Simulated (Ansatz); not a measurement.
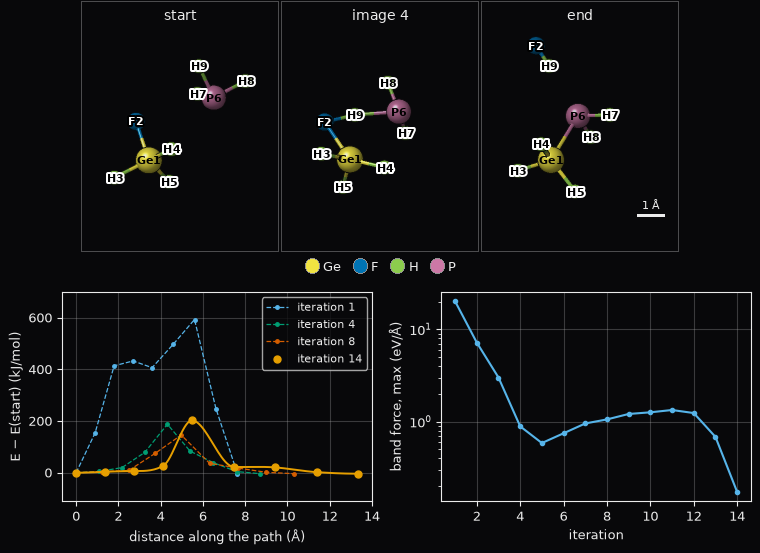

A search for the minimum-energy path of GePH$_{6}$F, made up at the start of GeH3F and PH₃ by the nudged elastic band. Images are numbered from 0 (start) to 8 (end). The plot follows the band through its iterations. Style: ball-and-stick. Shown from a free direction.

Theory: RKS PBE0/def2-SVPD (Ansatz). Run with 7 movable images; climbing image; force threshold 0.5 eV/Å; iteration limit 60; starting path through a guess of the saddle point.

**Did the band converge, and can the barrier be trusted?**

The run met only a loose threshold, so the barrier can't be trusted yet. The band converged in 14 iterations. The largest component of the band force went from 20 to 0.17 eV/Å. The climbing image converged on the top of the path. Its curvatures weren't checked. The force threshold is so loose that the height of the top is at best an upper bound. The first iteration put the highest image at 592.8 kJ/mol. Forward barrier 202.4 kJ/mol, backward barrier 206.3 kJ/mol, with image 4 at the top; the reaction energy is −3.9 kJ/mol.

Limits of the set-up: the start holds two separate molecules, 3.2 Å apart at their closest, whose relative position is a soft coordinate and is computed without a dispersion correction.

Cost: 3.6 min on 4 threads of Arm Neoverse V1, on a shared host, peak memory 0.35 GiB.
